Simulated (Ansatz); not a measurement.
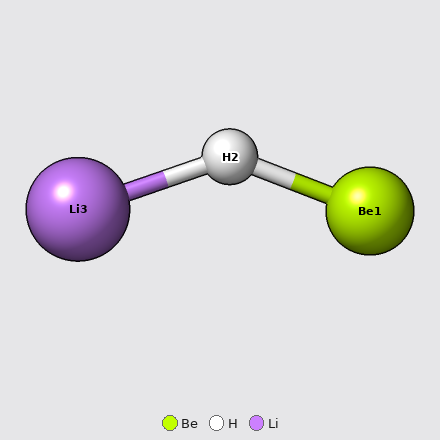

The system is Be + HLi; the picture shows the reference structure. 
- First axis: distance Be1–H2. Second axis: distance H2–Li3.
- Nothing is relaxed (the angle Be1–H2–Li3 is fixed at 140 degrees).
- The grid has 16 × 16 points.
- Points are written as (first, second).
- All energies are given in kJ/mol relative to Be far from the relaxed HLi (each part in its own basis).
- The reference is spin-restricted, so regions where a bond is pulled apart into radicals lie too high.
- Level of theory: RKS PBE-D4/aug-cc-pVTZ in Ansatz.

Its coordinates:

```xyz
3

Be   -1.5910    0.0000    0.0000
H     0.0000    0.0000    0.0000
Li    1.3038    1.0940    0.0000
```

Range: distance Be1–H2 from 1.016 to 3.416 Å; distance H2–Li3 from 1.272 to 3.672 Å.

Predict the map.

Answer. The lowest grid point is at (1.591 Å, 1.702 Å), −52 kJ/mol from Be far from the relaxed HLi (each part in its own basis). It is the only kind of minimum in the scanned range. The highest grid point, (3.416 Å, 3.672 Å), lies 251 kJ/mol above the lowest. Round the minimum the two coordinates are weakly coupled (coupling 0.11 in units of the two stiffnesses).

```csv
"distance H2–Li3 ↓, distance Be1–H2 →",1.087,1.312,1.591,1.907,2.251,2.620,3.009,3.416
3.466,114,32,35,73,118,152,172,183
3.068,105,19,18,49,89,118,135,146
2.689,95,4,−3,20,53,77,92,101
2.332,83,−13,−27,−12,14,33,46,54
2.001,79,−21,−43,−33,−15,−1,9,16
1.702,63,−27,−52,−45,−33,−22,−14,−8
1.447,65,−16,−39,−35,−25,−15,−7,−1
1.272,97,16,1,5,16,25,33,39
```

The table holds every second grid line.

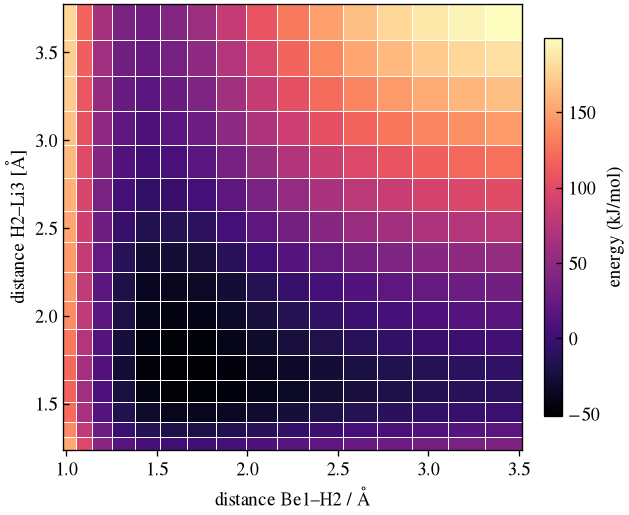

In the figure: one coloured cell a grid point.

Time for the 256 points that were run: 12 min on 1 thread of Arm Neoverse V2 (shared host).
